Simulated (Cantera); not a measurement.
Feed: 1 mol TEOS, 0.066 mol O2, 1.4 mol H2, 0.23 mol N2O, held at 0.0975 Torr.

Method: chemical equilibrium by Gibbs-energy minimisation in Cantera with the NASA 1993 tables (ideal gas, pure condensed phases). Candidate condensed phases: C, C6H6, C7H8, C8H18, H2O, Si, SiC, SiO2, Si2N2O, Si3N4; 151 gas species. The feed counts by its element totals alone. Mutual solubility and eutectic melting of coexisting phases are not modelled. The tables' values for SiN are old estimates; treat these amounts as uncertain. The numbers say what is thermodynamically allowed, not how fast it happens.

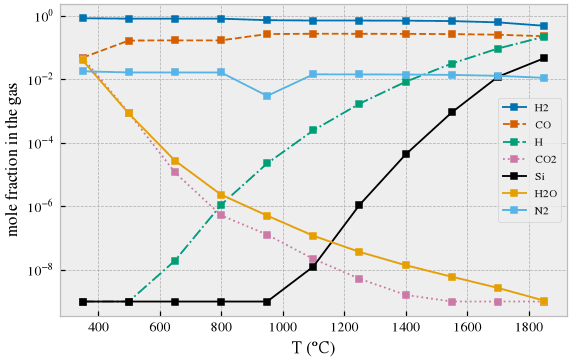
Figure. Equilibrium gas composition (values under 1e-9 drawn at 1e-9)

### Question
Read off the mole fractions at 950 °C.

### Answer
H2 about 0.73, CO about 0.27, N2 about 0.0030, H about 2.3e-5, H2O about 5.1e-7, CO2 about 1.3e-7.
